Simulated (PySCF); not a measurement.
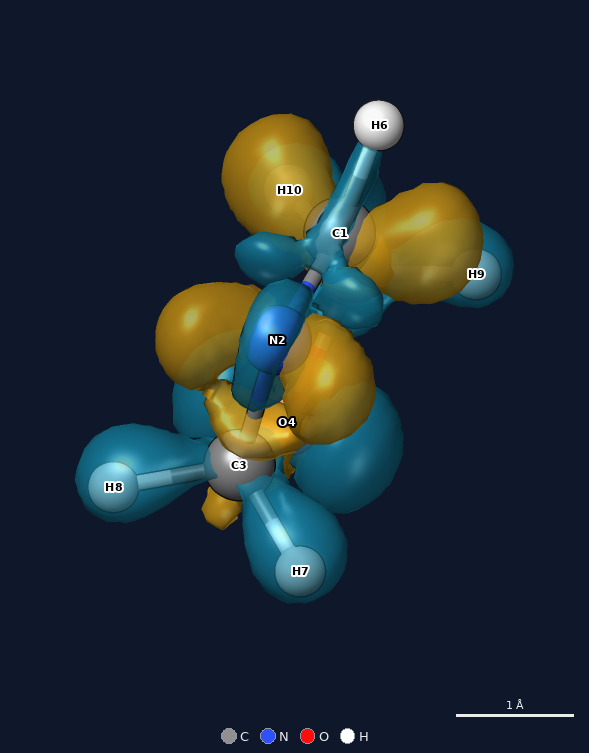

Figure. C₃H₅NO, SMILES `C1=NCOC1`. Dual descriptor f⁺ − f⁻ at ±0.05 e/Å³ (yellow positive, teal negative).

Computed with PySCF, BP86/6-311G**, geometry: GFN2-xTB. No frequency check shows the geometry to be a minimum.

Cartesian coordinates (Å):

```
C1       0.6620    0.9812    0.0000
N2      -0.5901    1.0959    0.0002
C3      -1.1601   -0.2119   -0.0004
O4      -0.0975   -1.1665    0.0003
C5       1.1208   -0.4511   -0.0003
H6       1.3252    1.8274    0.0000
H7      -1.7879   -0.3443    0.8912
H8      -1.7879   -0.3443   -0.8913
H9       1.7125   -0.6936    0.8930
H10      1.7125   -0.6936   -0.8930
```

Which atoms come out as electrophilic, and which as nucleophilic?

Answer. Electrophilic (positive): C1 (+0.15) and N2 (+0.10). Nucleophilic (negative): O4 (−0.17). f⁻ (Hirshfeld-condensed) is largest on O4 (0.21); the vertical ionisation energy is 9.38 eV. f⁺ (Hirshfeld-condensed) is largest on C1 (0.23) and N2 (0.20); the vertical electron affinity is −2.02 eV (the stability of the anion's solution wasn't checked; negative, but this basis has no diffuse functions, so it doesn't show that the anion is unbound).
